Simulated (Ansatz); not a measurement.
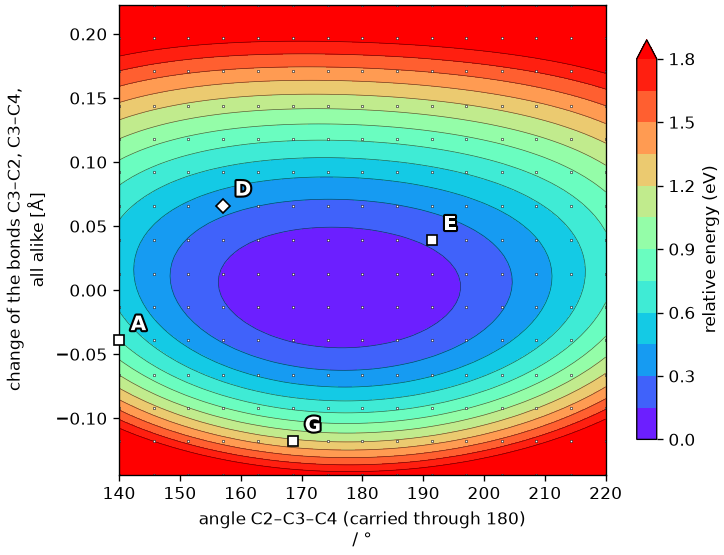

C3H4AlF, SMILES FC=C=[CH][AlH2]. 
- First axis: angle C2–C3–C4 (carried through 180). Second axis: change of the bonds C3–C2, C3–C4, all alike.
- Nothing is relaxed (all other coordinates rigid).
- Grid: 15 × 15 points.
- Points are written as (first, second).
- All energies are given in eV relative to the relaxed molecule at the same level.
- Level of theory: Ansatz 0.2.0, RKS PBE0-D4/def2-SVP.

The picture shows filled contours, dots at the grid points, one colour for all values above the top of the scale, lettered points. Between grid points the surface is interpolated.

Is E the lowest point of the computed grid?

No. E lies 0.17 eV above the lowest grid point, which is at (174.3°, 0.013 Å).

Rank the lettered points by energy, lowest first.

E (0.18 eV), D (0.35 eV), A (0.75 eV), G (1.24 eV).

What kind of point is each of D, E, G: minimum, saddle, maximum or slope?

D: on a slope; E: on a slope; G: on a slope. (In these two coordinates alone; a stationary point may lie a little off the grid point.)
